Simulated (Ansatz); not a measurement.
CH$_{2}$BFO (SMILES FB1CO1)

Input file:

```
crystal:
  periodic: [false, false, false]
  atoms:
    - {symbol: F, position_ang: [-0.772706, -1.944572, 0.412531]}
    - {symbol: B, position_ang: [-0.384533, -0.755699, 0.037479]}
    - {symbol: C, position_ang: [0.396004, 0.524024, 0.098189]}
    - {symbol: O, position_ang: [-0.652115, 0.102430, -0.934629]}
    - {symbol: H, position_ang: [1.383336, 0.629245, -0.341887]}
    - {symbol: H, position_ang: [0.072014, 1.380472, 0.682218]}
basis:
  gaussian: {orbitals: def2-TZVPP}
hamiltonian: {xc: pbe0, dispersion: d4}
output: {orbitals: {seedname: orbitals}}
```

Command:

```sh
ansatz run in.yaml --threads 2 --pin off --events-out ev --progress --plain --max-ram 4352MiB
```

Geometry: PBE0-D4/def2-TZVP.

Method: Ansatz 0.2.0, RKS PBE0-D4/def2-TZVPP.

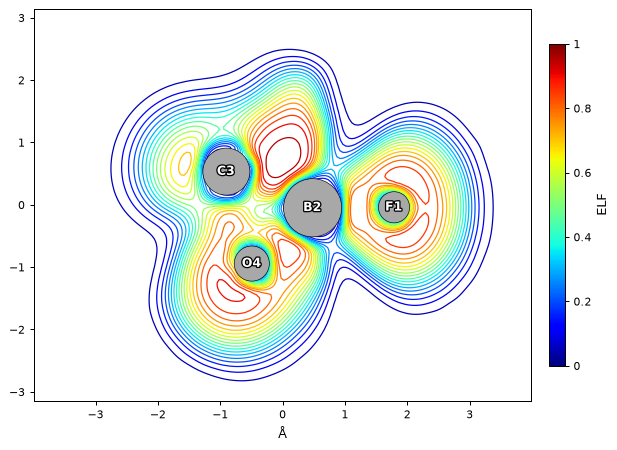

Figure 1. Electron localisation function on the plane of atoms B2, O4 and C3. Grey discs cover the atomic cores.

**Interpret the plot.**

The section cuts through F, B, C and O sites.
B–F (1.31 Å): the ELF peaks at about 0.85 between the atoms; a polar covalent bond.
B–O (1.32 Å): the ELF peaks at about 0.85 between the atoms: a short, strongly polar bond.
C–B (1.50 Å): the ELF peaks at about 0.85 between the atoms: localised, covalent bonding.
C–O (1.53 Å): the ELF peaks at about 0.75 between the atoms; a polar covalent bond.
The ELF also peaks beside O4 and F1, away from the bonds: lone-pair regions.

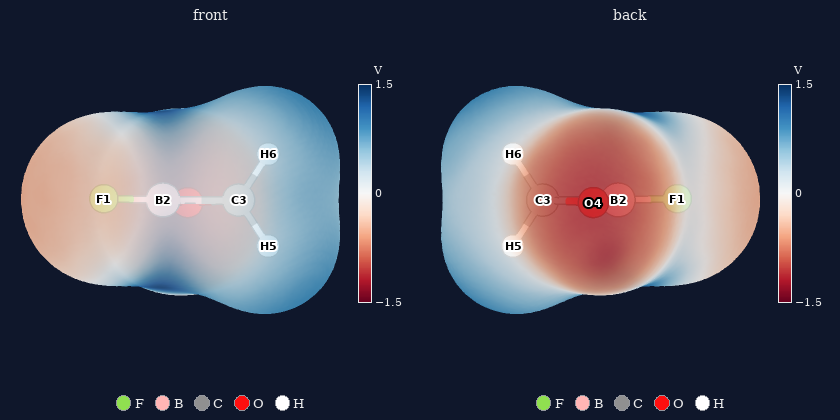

Figure 2. The molecular electrostatic potential painted on the density surface at 0.001 e/bohr³, seen from the front and from behind; the colour scale runs from red (negative) to blue (positive).

**Which sites attract a positive test charge, and which a negative one?**

A positive charge is drawn to the negative regions and a negative charge to the positive ones. The most negative region (about −1.1 V, or −25 kcal/mol for a unit charge) lies over O4, the most positive (about +1.3 V, or +30 kcal/mol for a unit charge) over B2. O4 is the likeliest acceptor of a hydrogen bond.

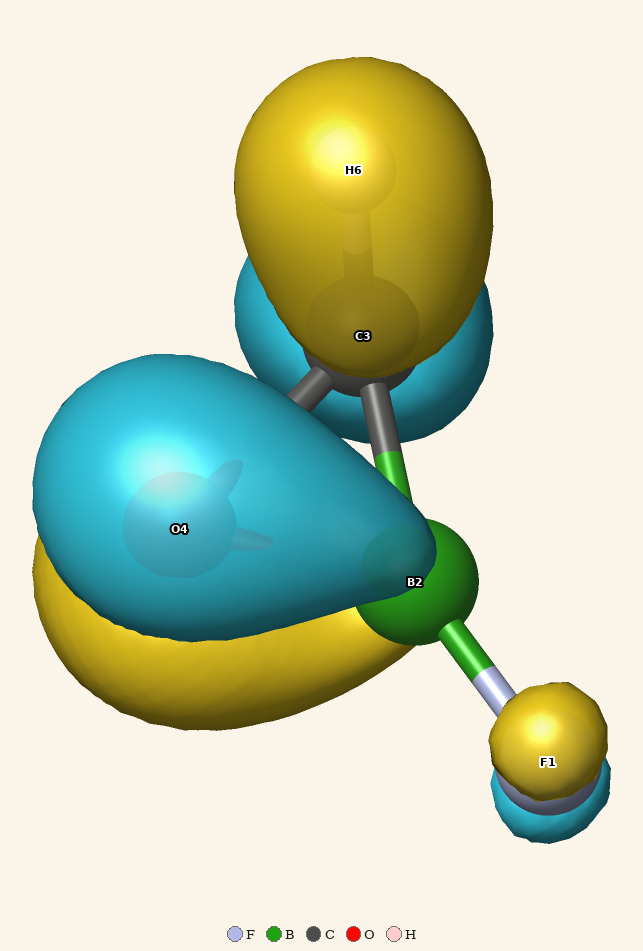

Figure 3. The HOMO−1 at ±0.15 Å⁻³ᐟ² (yellow and cyan are the two phases), seen at an oblique angle.

**What is the character of this orbital?**

By Hirshfeld shares it lies mainly on O4 (about 55 %), C3 (about 15 %), B2 (about 10 %), H5 (about 10 %) and H6 (about 10 %). Its energy is −9.41 eV.

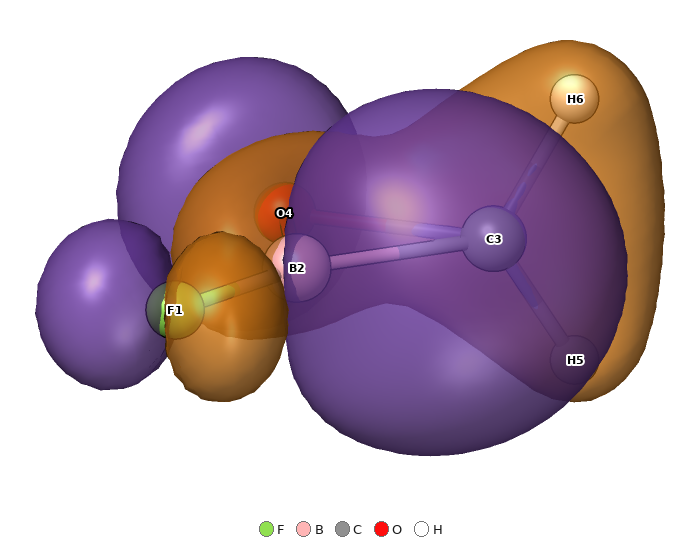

Figure 4. The HOMO at ±0.1 Å⁻³ᐟ² (orange and purple are the two phases), seen at a tilt.

**Where does this orbital lie, and at what energy?**

By Hirshfeld shares it lies mainly on C3 (about 35 %), O4 (about 30 %), B2 (about 20 %) and F1 (about 5 %). Its energy is −8.64 eV.
